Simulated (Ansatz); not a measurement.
Breaking a bond: SMILES C[Si](Cl)(Cl)Cl (CH3Cl3Si). The Si2–Cl8 bond (Si2 also carries C, Cl, Cl; Cl8 carries nothing else) is stretched with both fragments frozen at the PBE0/def2-TZVP optimised geometry.

Computed with: RKS-PBE = restricted PBE/cc-pVDZ (Ansatz, a first-principles code); RKS-PBE0 = restricted PBE0/cc-pVDZ (Ansatz); RKS-B3LYP = Ansatz with restricted B3LYP/cc-pVDZ; UKS-PBE = unrestricted PBE/cc-pVDZ (Ansatz); UKS-B3LYP = unrestricted B3LYP/cc-pVDZ in Ansatz; UKS-PBE0 = unrestricted PBE0/cc-pVDZ (Ansatz); UCCSD(T) = CCSD(T) on UHF/cc-pVDZ, frozen core run with Ansatz.

Cost and agreement with UCCSD(T) over the 16 points of the scan, with UCCSD(T) as yardstick. Costs are rough ratios of core time within Ansatz on shared cores, each with its mean field (Kohn-Sham runs search longer for lower solutions than correlated ones do); the miss is the largest difference from UCCSD(T) of the curve after the mean shift, in mEh.

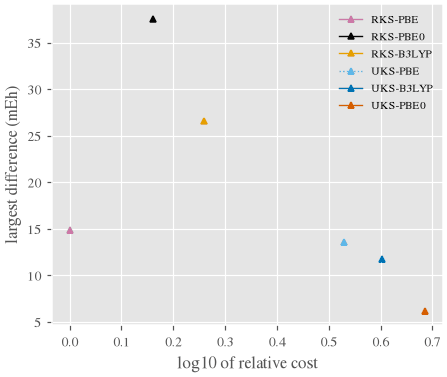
Fig. 1. Miss against cost, one point a level.

```tsv
level	relative cost	largest difference
RKS-PBE	1	14.9
RKS-PBE0	1	37.6
RKS-B3LYP	2	26.6
UKS-PBE	3	13.6
UKS-B3LYP	4	11.7
UKS-PBE0	5	6.2
```

Costs within a factor of two of each other count as equal.

The restricted form behind RKS-PBE, RKS-PBE0, RKS-B3LYP keeps the bonding electrons paired and can't separate into open-shell fragments. The unrestricted determinant behind UKS-PBE, UKS-B3LYP is spin-contaminated at 3.75 to 5.92 Å (<S²> up to 0.8, against 0.00 for a pure singlet). The unrestricted determinant behind UKS-PBE0 is spin-contaminated at 3.31 to 5.92 Å (<S²> up to 0.9, against 0.00 for a pure singlet). The unrestricted solution behind UCCSD(T) changes between 3.01 and 3.31 Å, which can leave a kink. The unrestricted determinant behind UCCSD(T) is spin-contaminated at 3.01 to 5.92 Å (<S²> up to 1.0, against 0.00 for a pure singlet).
